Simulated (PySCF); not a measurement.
# C₇H₁₅FSi: what the fields show

```yaml
atoms:
  - { symbol: C, position_ang: [-2.3162, -0.6638, -0.6696] }
  - { symbol: C, position_ang: [-1.4649, 0.3432, 0.0996] }
  - { symbol: C, position_ang: [0.0022, 0.4721, -0.3574] }
  - { symbol: C, position_ang: [0.0700, 1.0274, -1.7838] }
  - { symbol: Si, position_ang: [0.8537, 1.7569, 0.7998] }
  - { symbol: C, position_ang: [0.6331, -0.9076, -0.3695] }
  - { symbol: C, position_ang: [0.8452, -1.7044, 0.8904] }
  - { symbol: C, position_ang: [2.0170, -1.2164, 0.1055] }
  - { symbol: F, position_ang: [2.7814, -0.2250, 0.6552] }
  - { symbol: H, position_ang: [-2.3656, -0.4148, -1.7264] }
  - { symbol: H, position_ang: [-1.9239, -1.6721, -0.5661] }
  - { symbol: H, position_ang: [-3.3308, -0.6564, -0.2764] }
  - { symbol: H, position_ang: [-1.9359, 1.3253, 0.0203] }
  - { symbol: H, position_ang: [-1.4785, 0.0625, 1.1557] }
  - { symbol: H, position_ang: [1.1058, 1.1378, -2.0987] }
  - { symbol: H, position_ang: [-0.4247, 0.3669, -2.4953] }
  - { symbol: H, position_ang: [-0.4072, 2.0036, -1.8364] }
  - { symbol: H, position_ang: [1.0183, 1.2257, 2.1504] }
  - { symbol: H, position_ang: [2.1033, 2.2355, 0.2228] }
  - { symbol: H, position_ang: [-0.0825, 2.8871, 0.8722] }
  - { symbol: H, position_ang: [0.3427, -1.4919, -1.2389] }
  - { symbol: H, position_ang: [0.6585, -1.2084, 1.8293] }
  - { symbol: H, position_ang: [0.6312, -2.7624, 0.8988] }
  - { symbol: H, position_ang: [2.6559, -1.9007, -0.4404] }
```

Geometry: GFN2-xTB.

These are results of PBE0/pcSseg-1, SCF density, gas phase, non-relativistic (PySCF 2.14.0), not measurements.

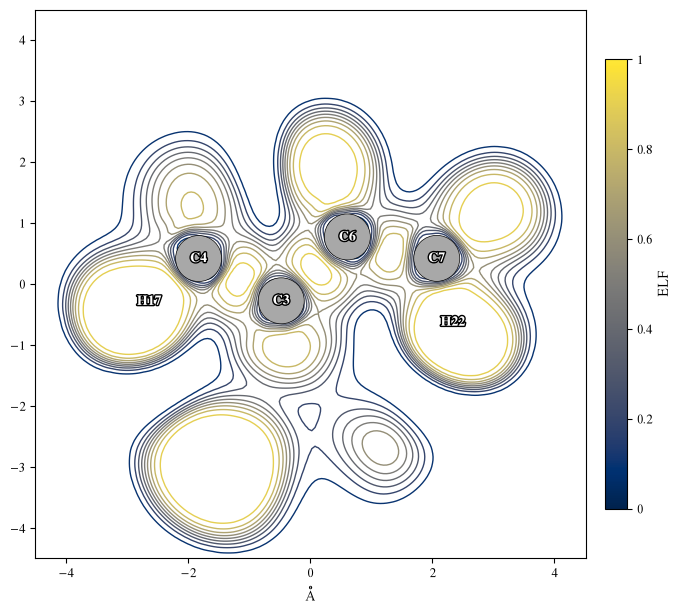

Figure 1. Electron localisation function on the plane of atoms C6, C7 and H22. Grey discs cover the atomic cores.

Describe what can be read from this map.

The plane passes through C and H nuclei.
C–C (1.52 Å): the ELF peaks at about 0.95 between the atoms; localised, covalent bonding.
C–H (1.08 Å): the ELF climbs to about 1 towards the hydrogen, as it does in any bond to H; an ordinary covalent bond to hydrogen.
C–C (1.53 Å): the ELF peaks at about 0.95 between the atoms (localised, covalent bonding).

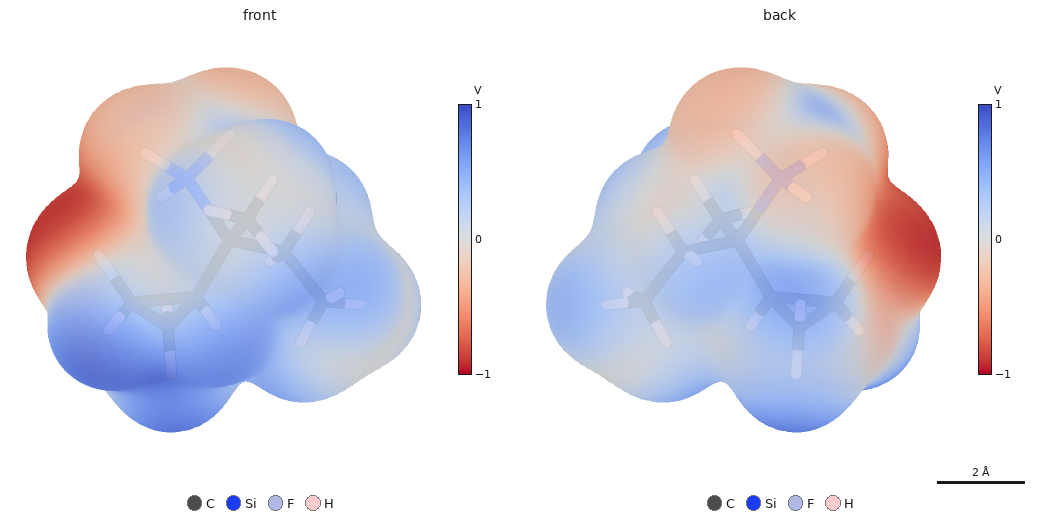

Figure 2. The electrostatic potential painted on the density surface at 0.001 e/bohr³, seen from the front and from behind; red is negative and blue positive.

Describe the electrostatic potential map.

The most negative region (about −0.9 V, or −21 kcal/mol for a unit charge) lies over F9, the most positive (about +0.8 V, or +18 kcal/mol for a unit charge) over C6, C7, C8 and H24.

What dipole moment does the calculation give?

Its dipole moment is 2.23 D.
